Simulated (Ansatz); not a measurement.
System: a (100) slab cut from Tl (P6_3/mmc), 8 atoms in the cell. Starting structure of the relaxation:

```yaml
crystal:
  lattice:
    - [3.61243, 0.00000, 0.00000]
    - [0.00000, 5.56527, 0.00000]
    - [0.00000, 0.00000, 26.47100]
  atoms:
    - { symbol: Tl, position: [0.00000, 0.75000, 0.28333] }
    - { symbol: Tl, position: [0.00000, 0.25000, 0.36212] }
    - { symbol: Tl, position: [0.50000, 0.75000, 0.40151] }
    - { symbol: Tl, position: [0.50000, 0.25000, 0.48030] }
    - { symbol: Tl, position: [0.00000, 0.75000, 0.51970] }
    - { symbol: Tl, position: [0.00000, 0.25000, 0.59849] }
    - { symbol: Tl, position: [0.50000, 0.75000, 0.63788] }
    - { symbol: Tl, position: [0.50000, 0.25000, 0.71667] }
```

Level of theory: DFT PBE, scalar-relativistic, plane waves, PAW, no spin polarisation, 10×6×1 k mesh, Gaussian smearing of 0.1 eV; code Ansatz 0.2.0.

What does the potential across the slab give for the work function?

The work function is 3.50 eV, the same on both faces. The two vacuum levels agree, so the slab has no net dipole along its normal. The outermost atoms are 11.0 Å apart, which leaves 15.5 Å of vacuum in a cell 26.5 Å high.

Spin-orbit coupling is left out, which matters for Tl.

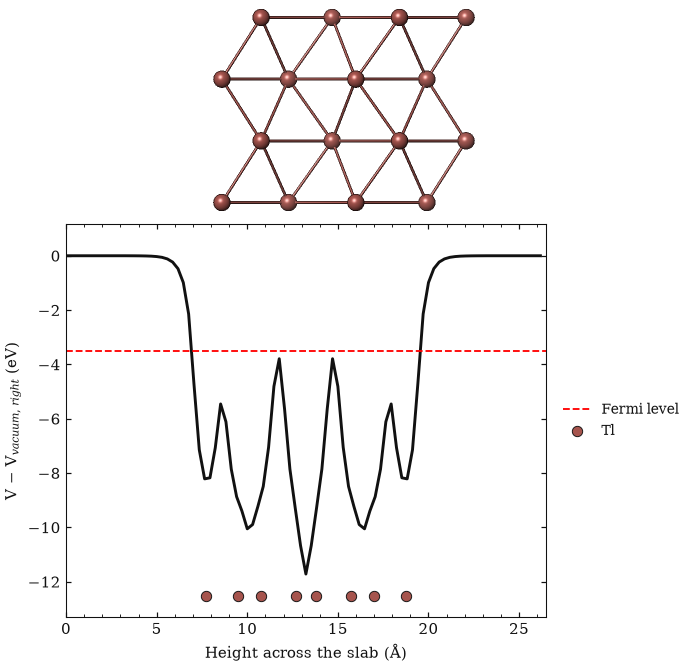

Plane-averaged electrostatic potential energy of an electron across the slab; circles at the bottom mark the heights of the atoms (positions after relaxation). The structure is drawn too.
